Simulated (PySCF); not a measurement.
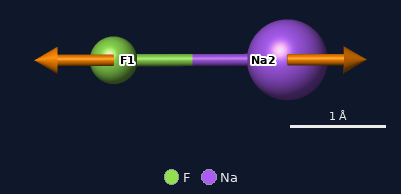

A relaxation of NaF. The starting structure is drawn; orange arrows show the displacements, magnified 30 times. The two geometries are superimposed by the best rigid fit.

Style: ball-and-stick. Shown face on.

The start comes from GFN2-xTB. Its atoms were then displaced at random by about 0.03 Å.

Theory: PySCF, PBE0-D3(BJ)/def2-SVP geometry optimisation, gas phase. 

**What happened in the run?**

Over 4 geometry steps the energy falls by 0.59 kcal/mol. The largest moves after the best rigid fit, 0.028 Å, are those of F1 and Na2. By element the largest moves are F 0.028 Å, Na 0.028 Å. Among the contacts that change: F1–Na2 1.830 → 1.886 Å. Cost: 1.2 s on 1 thread of Arm Neoverse V1, with other jobs on the host.
